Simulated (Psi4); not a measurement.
# AlH2ClF− (SMILES [F][AlH2-][Cl]): M06-L/cc-pVTZ-DK (sfX2C, sweep point 2)

Aim: the vertical ionisation energy of AlH2ClF− at M06-L/cc-pVTZ-DK (sfX2C, sweep point 2), from 2 runs. Input form: a Python script.

The results are computed with Psi4 1.11.

### Step 1. Starting point

AlH2ClF−: 5 atoms, total charge -1, spin state singlet. As SMILES, `[F][AlH2-][Cl]`. The shape comes from GFN2-xTB, which is rough for such elements, and wasn't checked as a minimum.

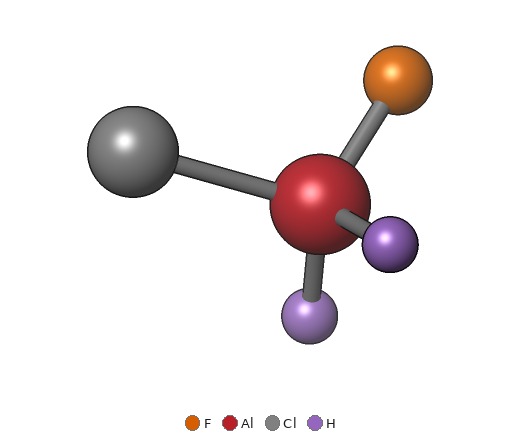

The structure, seen from a chosen angle (fluorine orange, aluminium red, chlorine grey, hydrogen purple).

### Step 2. The energy at M06-L/cc-pVTZ-DK (sfX2C, sweep point 2)

Contents of job.py:

```python
import psi4

psi4.set_memory(1600000000)
psi4.set_num_threads(1)
psi4.set_output_file('run.log', False)

molecule = psi4.geometry("""
-1 1
F     -1.193270     0.114160     1.228710
Al    -0.086940     0.062310    -0.052380
Cl     1.653880    -0.992940     0.511330
H     -0.732650    -0.721820    -1.269020
H      0.358980     1.538300    -0.418630
symmetry c1
""")

psi4.set_options(dict(basis='cc-pVTZ-DK', puream=True, scf_type='pk', dft_radial_points=99, dft_spherical_points=590, relativistic='x2c'))

e = psi4.energy("m06-l")
print('E =', round(e, 9))
```

Run with:

```console
$ python job.py
```

run.log:

```text
[...]
  Running in c1 symmetry.
[...]
  Nuclear repulsion =  136.186831918029270
[...]
  Multiplicity = 1
[...]
  Nalpha       = 21
  Nbeta        = 21
[...]
    Number of basis functions: 126
[...]
    WARNING: The X2C and Dirac Hamiltonians have substatially different eigenvalues!
             This is probably caused by the recontraction of the basis set.
[...]
   @RKS iter   1:  -805.67348713392016   -4.63490e-01   5.18003e-03 ADIIS/DIIS
[...]
   @RKS iter   9:  -805.84631995563029   -4.23291e-08   5.43142e-07 DIIS
[...]
    Orbital Energies [Eh]
    ---------------------
    Doubly Occupied:
       1A   -101.289798     2A    -55.642041     3A    -24.261981
       4A     -9.247809     5A     -6.892123     6A     -6.889548
       7A     -6.889307     8A     -3.895712     9A     -2.386489
      10A     -2.384409    11A     -2.382243    12A     -0.905977
      13A     -0.578828    14A     -0.216523    15A     -0.161544
      16A     -0.150921    17A     -0.149489    18A     -0.109971
      19A     -0.106438    20A     -0.093822    21A     -0.053652
[...]
  @RKS Final Energy:  -805.84631995563029
   => Energetics <=
    Nuclear Repulsion Energy =            136.1868319180292701
    One-Electron Energy =               -1397.5133939909055698
    Two-Electron Energy =                 514.1691234363157719
    DFT Exchange-Correlation Energy =     -58.6888813190698286
    Empirical Dispersion Energy =           0.0000000000000000
    VV10 Nonlocal Energy =                  0.0000000000000000
    Total Energy =                       -805.8463199556302925
[...]
 Multipole Moments:
 ------------------------------------------------------------------------------------
     Multipole            Electronic (a.u.)      Nuclear  (a.u.)        Total (a.u.)
 ------------------------------------------------------------------------------------
 L = 1.  Multiply by 2.5417464519 to convert [e a0] to [Debye]
 Dipole X            :          0.7198073           -0.3016803            0.4181270
 Dipole Y            :         -1.5691486            1.1788608           -0.3902878
 Dipole Z            :          3.2453109           -2.7421453            0.5031655
 Magnitude           :                                                    0.7617941
[...]
```

Standard output:

```text
E = -805.846319956
```

It took 42 s on 1 thread of Intel Xeon Platinum 8375C at 2.90GHz (Ice Lake), shared host; peak memory 1.1 GiB.

### Step 3. Doublet neutral AlH2ClF

Contents of calc.py:

```python
import psi4

psi4.set_memory('1600 MB')
psi4.set_num_threads(1)
psi4.core.set_output_file('output.dat', False)

geom = psi4.geometry("""
0 2
F     -1.193270     0.114160     1.228710
Al    -0.086940     0.062310    -0.052380
Cl     1.653880    -0.992940     0.511330
H     -0.732650    -0.721820    -1.269020
H      0.358980     1.538300    -0.418630
symmetry c1
""")

psi4.set_options({
    'basis': 'cc-pVTZ-DK',
    'reference': 'uks',
    'puream': True,
    'scf_type': 'pk',
    'dft_radial_points': 99,
    'dft_spherical_points': 590,
    'maxiter': 150,
    'relativistic': 'x2c',
})

e_tot, wfn = psi4.energy('m06-l', molecule=geom, return_wfn=True)
print('E =', round(e_tot, 9))
for k, v in sorted(psi4.core.scalar_variables().items()):
    print(f'{k:45s} {v:18.10f}')
```

Run with:

```console
$ python calc.py
```

output.dat:

```text
[...]
  Running in c1 symmetry.
[...]
  Nuclear repulsion =  136.186831918029270
[...]
  Multiplicity = 2
[...]
  Nalpha       = 21
  Nbeta        = 20
[...]
    Number of basis functions: 126
[...]
    WARNING: The X2C and Dirac Hamiltonians have substatially different eigenvalues!
             This is probably caused by the recontraction of the basis set.
[...]
   @UKS iter   1:  -805.53345036588496   -3.23454e-01   4.67638e-03 ADIIS/DIIS
[...]
   @UKS iter  12:  -805.67998751201719   -1.14317e-07   6.59662e-07 DIIS
[...]
   @S^2 Observed:                7.577382344E-01
[...]
    Orbital Energies [Eh]
    ---------------------
    Alpha Occupied:
       1A   -101.526295     2A    -55.894256     3A    -24.481241
       4A     -9.481440     5A     -7.127367     6A     -7.125087
       7A     -7.121815     8A     -4.147036     9A     -2.636539
      10A     -2.636424    11A     -2.634812    12A     -1.120676
      13A     -0.806971    14A     -0.457923    15A     -0.382901
      16A     -0.382390    17A     -0.372190    18A     -0.343730
      19A     -0.339315    20A     -0.320713    21A     -0.317136
    Alpha Virtual:
      22A      0.010231    23A      0.022272    24A      0.061740
      25A      0.074445    26A      0.105840    27A      0.124899
[...]
  @UKS Final Energy:  -805.67998751201719
   => Energetics <=
    Nuclear Repulsion Energy =            136.1868319180292701
    One-Electron Energy =               -1387.9129517401959220
    Two-Electron Energy =                 504.4112095221644267
    DFT Exchange-Correlation Energy =     -58.3650772120148531
    Empirical Dispersion Energy =           0.0000000000000000
    VV10 Nonlocal Energy =                  0.0000000000000000
    Total Energy =                       -805.6799875120171919
[...]
 Multipole Moments:
 ------------------------------------------------------------------------------------
     Multipole            Electronic (a.u.)      Nuclear  (a.u.)        Total (a.u.)
 ------------------------------------------------------------------------------------
 L = 1.  Multiply by 2.5417464519 to convert [e a0] to [Debye]
 Dipole X            :          0.4494679           -0.3016803            0.1477876
 Dipole Y            :         -0.9403003            1.1788608            0.2385605
 Dipole Z            :          1.9183524           -2.7421453           -0.8237929
 Magnitude           :                                                    0.8702799
[...]
```

On the terminal:

```text
E = -805.679987512
CURRENT ENERGY                                   -805.6799875120
CURRENT REFERENCE ENERGY                         -805.6799875120
DD SOLVATION ENERGY                                 0.0000000000
DFT FUNCTIONAL TOTAL ENERGY                      -805.6799875120
DFT TOTAL ENERGY                                 -805.6799875120
DFT VV10 ENERGY                                     0.0000000000
DFT XC ENERGY                                     -58.3650772120
GRID ELECTRONS ALPHA                               20.9999994147
GRID ELECTRONS BETA                                19.9999994761
GRID ELECTRONS TOTAL                               40.9999988908
NUCLEAR REPULSION ENERGY                          136.1868319180
ONE-ELECTRON ENERGY                             -1387.9129517402
PCM POLARIZATION ENERGY                             0.0000000000
PE ENERGY                                           0.0000000000
SCF ITERATION ENERGY                             -805.6799875120
SCF ITERATIONS                                     12.0000000000
SCF TOTAL ENERGY                                 -805.6799875120
TWO-ELECTRON ENERGY                               504.4112095222
XC GRID RADIAL POINTS                              99.0000000000
XC GRID SPHERICAL POINTS                          590.0000000000
XC GRID TOTAL POINTS                           279470.0000000000
```

Run time: 67 s. Hardware: 1 thread of Intel Xeon Platinum 8375C at 2.90GHz (Ice Lake), shared host; peak memory 1.1 GiB.

### Step 4. Summary of results

Level: M06-L/cc-pVTZ-DK (sfX2C, sweep point 2).

| quantity | value |
| --- | --- |
| singlet AlH2ClF−: total energy | -805.84632 Eh |
| singlet AlH2ClF−: HOMO energy | -1.46 eV |
| singlet AlH2ClF−: LUMO energy | 5.78 eV |
| singlet AlH2ClF−: HOMO–LUMO gap (to an unbound level, set by the basis) | 7.24 eV |
| doublet neutral AlH2ClF: total energy | -805.67999 Eh |
| doublet neutral AlH2ClF: dipole moment | 2.21 D |
| doublet neutral AlH2ClF: HOMO energy (highest over α and β) | -8.42 eV |
| doublet neutral AlH2ClF: LUMO energy (lowest over α and β) | -7.57 eV |
| doublet neutral AlH2ClF: ⟨S²⟩ | 0.758 |
| vertical detachment energy (to the doublet neutral) | 4.526 eV |

In words: Removing an electron at fixed nuclei costs 4.53 eV (437 kJ/mol). The negative HOMO energy of the first species, 1.46 eV, lies 3.07 eV below that difference.
